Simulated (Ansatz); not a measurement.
```yaml
atoms:
  - { symbol: C, position_ang: [1.1261, -0.2803, -1.5486] }
  - { symbol: C, position_ang: [0.2971, 0.0162, -0.2988] }
  - { symbol: C, position_ang: [-1.0436, -0.7637, -0.3184] }
  - { symbol: C, position_ang: [-3.2993, -0.1633, 2.7411] }
  - { symbol: Al, position_ang: [-2.1896, -0.4759, 1.2082] }
  - { symbol: H, position_ang: [2.0741, 0.2777, -1.5228] }
  - { symbol: H, position_ang: [1.3664, -1.3527, -1.6218] }
  - { symbol: H, position_ang: [0.5863, 0.0119, -2.4631] }
  - { symbol: H, position_ang: [0.1022, 1.1002, -0.2333] }
  - { symbol: H, position_ang: [0.8764, -0.2520, 0.6011] }
  - { symbol: H, position_ang: [-1.6386, -0.5058, -1.2157] }
  - { symbol: H, position_ang: [-0.8661, -1.8546, -0.3817] }
  - { symbol: H, position_ang: [-2.7115, 0.2963, 3.5544] }
  - { symbol: H, position_ang: [-3.7246, -1.1122, 3.1109] }
  - { symbol: H, position_ang: [-4.1307, 0.5155, 2.4842] }
```

Geometry: B3LYP-D3(BJ)/def2-SVP.

Method: isolated molecule in a Gaussian basis; Kohn-Sham density functional theory, functional PBE0 (Ansatz).

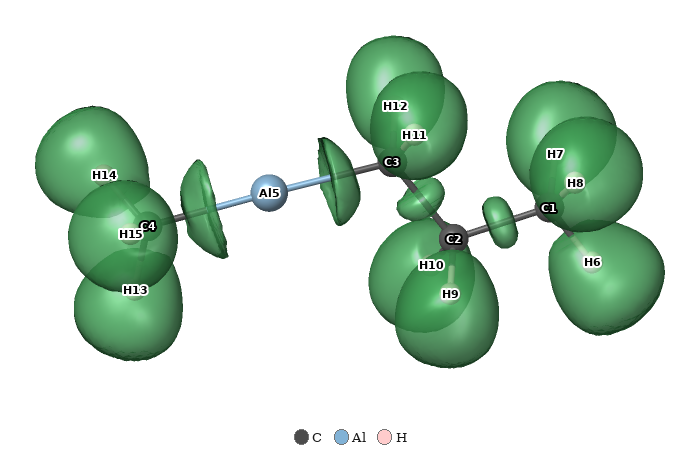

C4H10Al (charge +1). Isosurface of the electron localisation function at 0.85 (green), seen at a tilt. Core shells and regions of very low density are left out.

**Identify the bonds, lone pairs and shells in this picture.**

The surface consists of two regions between bonded Al–C atoms (shared pairs), two regions between bonded C–C atoms (shared pairs) and ten regions around hydrogen nuclei.

Values along the shortest contacts:
C–C (1.53 Å): the ELF peaks at about 0.95 between the atoms (a shared electron pair). C–Al (1.92 Å): the ELF peaks at about 0.95 between the atoms: a polar covalent bond.
